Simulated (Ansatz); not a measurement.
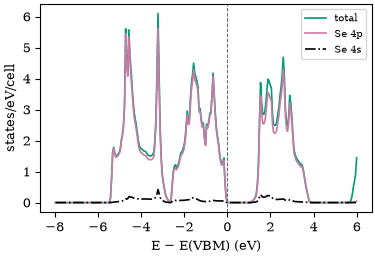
Figure. Total and projected density of states of Se (trigonal Se type, P3_121), the program Ansatz at the PBE level (PAW)

### Question
Which orbitals carry the states next to the gap?

### Answer
Top 1 eV of the valence band: Se 4p 97 %. Bottom 1 eV of the conduction band: Se 4p 89 %, Se 4s 6 %. Projections are on Löwdin-orthogonalised atomic valence shells; empty p or d shells of many metals are not among them.

### Question
Where is the tallest occupied peak in this window, and what makes it?

### Answer
Near -3.2 eV, about 6.1 states/eV per cell; the largest projected share is Se 4p.

Symmetry was held in the PBE relaxation. A crystal of weakly bound chains computed without a dispersion correction: the cell and the soft elastic constants depend strongly on that. Scalar-relativistic: spin–orbit coupling is off unless named, which matters more the heavier the elements.

Potentials: the earlier of the program's two PAW sets.
